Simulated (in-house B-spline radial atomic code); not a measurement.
The calculation used an in-house B-spline radial code at this level: scalar-relativistic (spin-free one-electron X2C) BLYP, spin-polarised, spherical fractional occupations, Fermi nucleus, basis-set limit. The occupation of the 3s shell is varied from P⁴⁺ ([Ne] 3s1 (high spin)) to P³⁺ ([Ne] 3s2), with spherical fractional occupations. Wanted, and plotted below: the total energy less the straight line between the end points, and the eigenvalue of 3s↓ (the dashed line is minus the energy to take the whole electron out).

The curve is convex (below the straight line), with the largest deviation among the points computed, −1.48 eV, at 0.5. The end points differ by 51.5 eV, the energy to take the electron out. The eigenvalue, which is the slope of the energy (Janak's theorem), moves from −56.3 eV at 0.1 to −45.6 eV at 1; for a straight line it would stay constant, and a parabola would sag by an eighth of this change, scaled to a whole electron, 1.49 eV. Convexity is the delocalisation error: fractional charges are too low in energy.

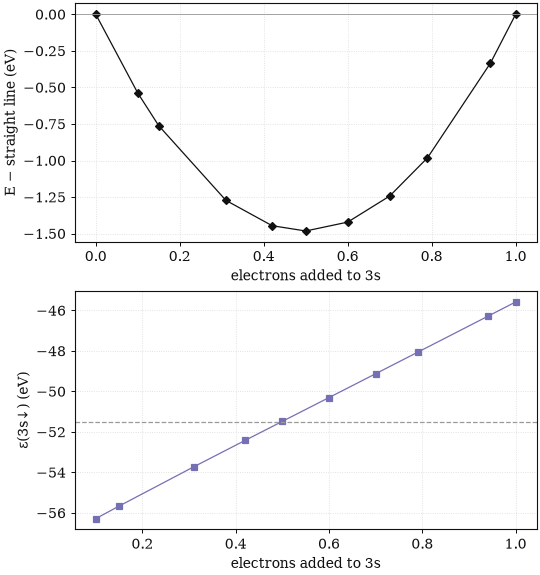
